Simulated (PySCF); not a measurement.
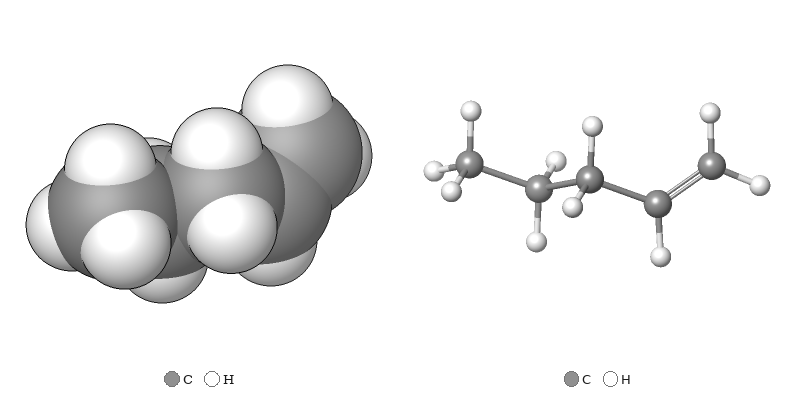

Two views of one molecule.

Computed geometry: GFN2-xTB optimisation. No frequency run is at hand to confirm it as a minimum.

**Give the formula.**

C5H10, 15 atoms: 5 carbon and 10 hydrogen.

**Count the bonded pairs by element.**

10 C–H, 4 C–C.

**Describe its rings.**

It has no ring.

The parts below concern this one geometry. Atoms keep their numbers from picture to picture.

**Geometry**

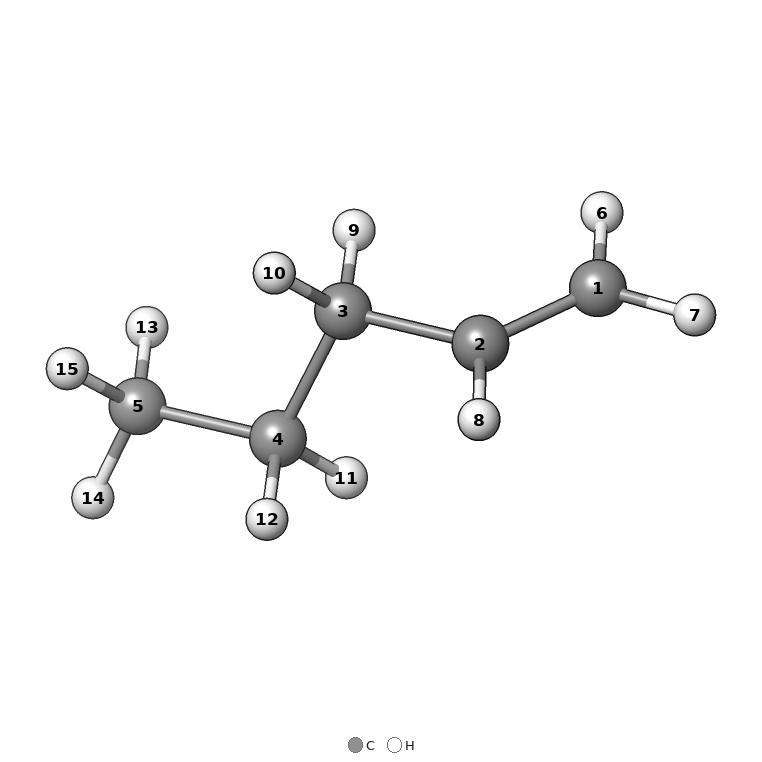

Numbered structure. No frequency run is at hand to confirm it as a minimum.

**What is the geometry at C3?**

C3 has 4 neighbours (C2 at 1.49, C4 at 1.53, H9 at 1.09, H10 at 1.09 Å); the arrangement is tetrahedral.

**How are the neighbours of atom 5 arranged?**

C5 has 4 neighbours (C4 at 1.52, H13 at 1.09, H14 at 1.09, H15 at 1.09 Å); the arrangement is tetrahedral.

**How are the neighbours of atom 2 arranged?**

C2 has 3 neighbours (C1 at 1.32, C3 at 1.49, H8 at 1.08 Å); the arrangement is trigonal planar.

**What is the geometry at C4?**

C4 has 4 neighbours (C3 at 1.53, C5 at 1.52, H11 at 1.09, H12 at 1.09 Å); the arrangement is tetrahedral.

**What is the dihedral angle C2–C3–C4–C5?**

180° in size, that is anti.

**Electronic properties**

No frequency run is at hand to confirm it as a minimum. Properties computed with PBE0/def2-SVPD, gas phase (PySCF 2.14.0). Excitations: vertical, linear response.

**What is the dipole moment?**

0.42 D.

**Estimate the mean static polarisability.**

63.2 bohr³.

**Estimate the lowest vertical singlet excitation.**

7.21 eV.

**What is the LUMO energy (Kohn–Sham orbital)?**

0.44 eV.

**Charges**

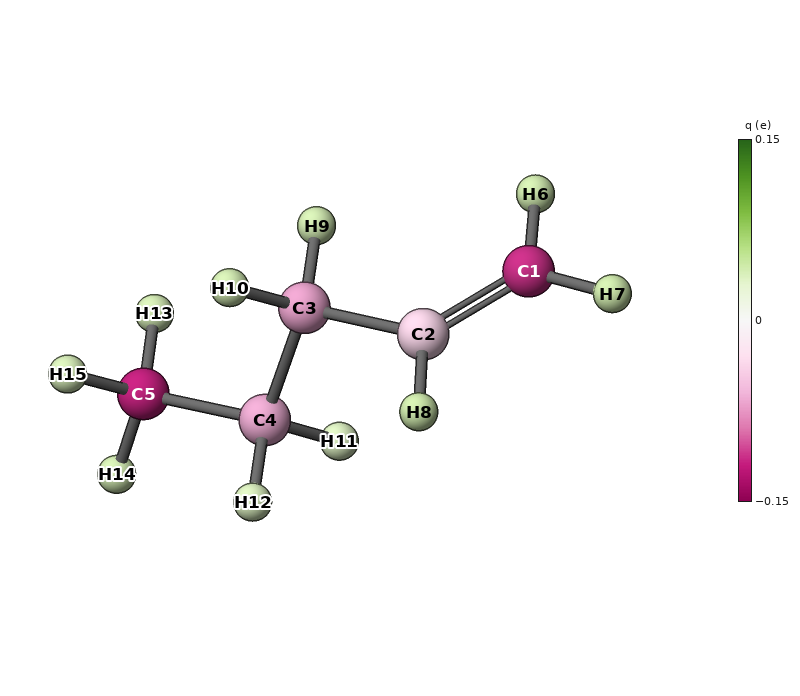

Atoms are coloured by their Hirshfeld charges. No frequency run is at hand to confirm it as a minimum. Method: PBE0/pcSseg-1, gas phase (PySCF 2.14.0).

Give the Hirshfeld charges atom by atom.

| atom | value (e) |
| --- | --- |
| C1 | −0.11 |
| C2 | −0.04 |
| C3 | −0.07 |
| C4 | −0.06 |
| C5 | −0.12 |
| H6 | 0.04 |
| H7 | 0.04 |
| H8 | 0.04 |
| H9 | 0.04 |
| H10 | 0.04 |
| H11 | 0.03 |
| H12 | 0.04 |
| H13 | 0.04 |
| H14 | 0.04 |
| H15 | 0.04 |

**NMR shielding**

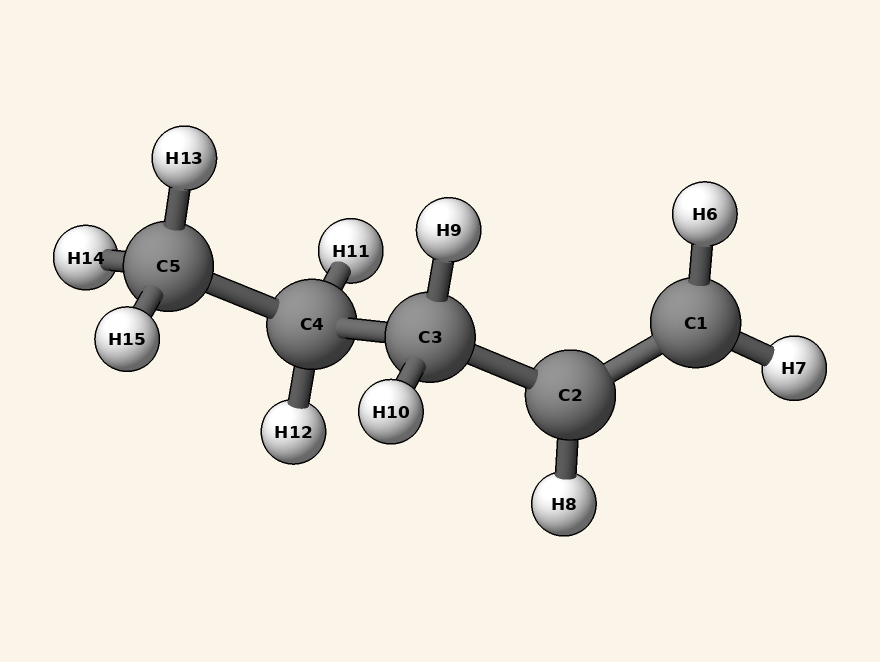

No frequency run is at hand to confirm it as a minimum. Method: GIAO PBE0/pcSseg-1 NMR shielding, non-relativistic, gas phase (PySCF 2.14.0). Principal shieldings σ11 ≤ σ22 ≤ σ33, span Ω = σ33 − σ11, skew κ = 3(σiso − σ22)/Ω.

**Which C atom has the most anisotropic shielding?**

C2, with a span of 242 ppm.

Give the shielding tensors of the C atoms.

| atom | σ11 | σ22 | σ33 | σiso | Ω | κ |
| --- | --- | --- | --- | --- | --- | --- |
| C1 | −44.1 | 87.7 | 156.6 | 66.7 | 200.7 | −0.31 |
| C2 | −86.3 | 44.9 | 155.5 | 38.0 | 241.7 | −0.08 |
| C3 | 124.8 | 139.9 | 164.7 | 143.2 | 39.9 | 0.24 |
| C4 | 146.7 | 156.3 | 170.8 | 157.9 | 24.0 | 0.20 |
| C5 | 159.0 | 162.8 | 187.1 | 169.6 | 28.1 | 0.73 |

Shieldings and span in ppm.
